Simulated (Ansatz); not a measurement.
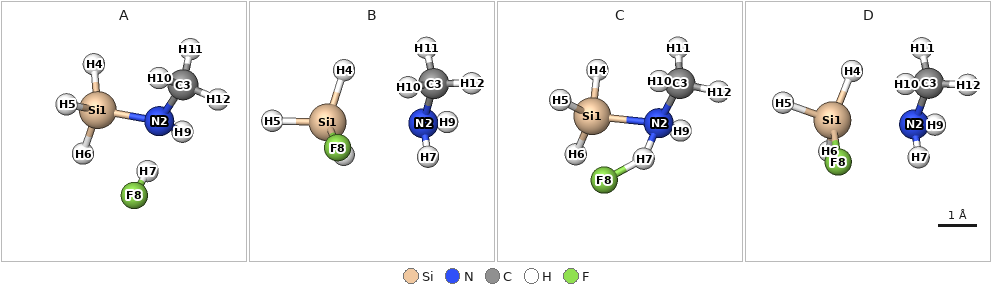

4 geometries from a converged minimum-energy path of CH8FNSi, shuffled. The picture is a ball-and-stick view, seen at a tilt.

Method: Ansatz, RKS BHLYP-D4/cc-pVDZ. Settings: 7 movable images; climbing image; force threshold 0.05 eV/Å; iteration limit 60; starting path through a guess of the saddle point.

Question: Which frame is the transition state?

Answer: C. In order along the path, whose images run from 0 to 8: A (image 0, 0.0 kJ/mol), C (image 2, +60.7 kJ/mol), D (image 5, −18.9 kJ/mol), B (image 7, −59.6 kJ/mol). Breaking: H7–F8 (0.94 → 1.23 at the top → 2.72 Å), Si1–N2 (1.77 → 1.87 at the top → 2.71 Å). Forming: N2–H7 (1.70 → 1.18 at the top → 1.01 Å), Si1–F8 (3.27 → 2.17 at the top → 1.65 Å).

The run took 110 s on 2 threads of AMD EPYC 9R45 96-Core Processor (Zen 5), on a shared host, peak memory 0.22 GiB.
